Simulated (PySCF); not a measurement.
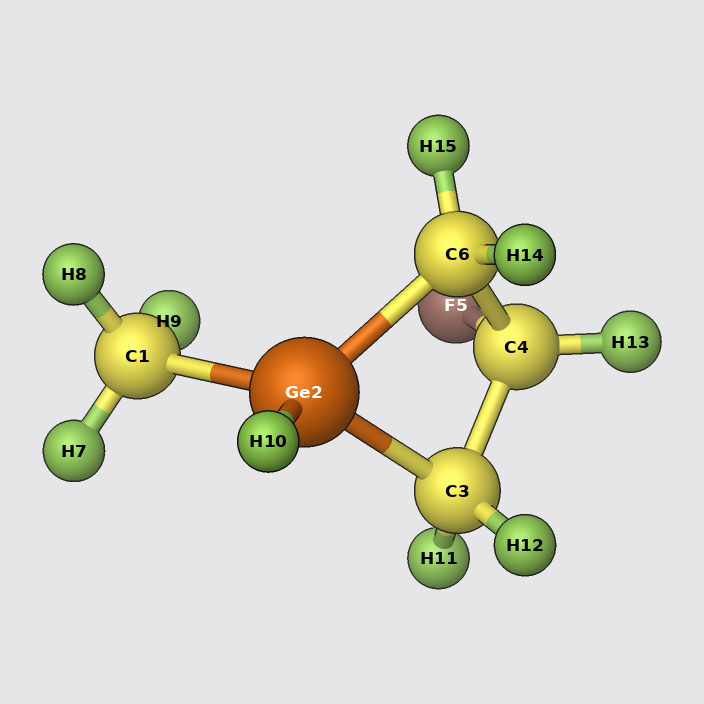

The computed structure is the end point of a PBE0-D3(BJ)/def2-SVP optimisation. No frequency run is at hand to confirm it as a minimum. Method: TDDFT B3LYP/def2-SVPD, vertical, gas phase, core orbitals frozen in the response (PySCF 2.14.0), and the same with a continuum solvent (IEF-PCM, Bondi radii x 1.2, gas-phase geometry).

How do dipole (D), HOMO–LUMO gap (eV), lowest singlet (eV) change in chloroform (ε = 4.7), dimethylsulfoxide (ε = 46.8)?

| medium | dipole (D) | HOMO–LUMO gap (eV) | lowest singlet (eV) |
| --- | --- | --- | --- |
| gas phase | 1.40 | 7.91 | 6.88 |
| chloroform | 1.72 | 7.94 | 6.89 |
| dimethylsulfoxide | 1.88 | 7.95 | 6.90 |
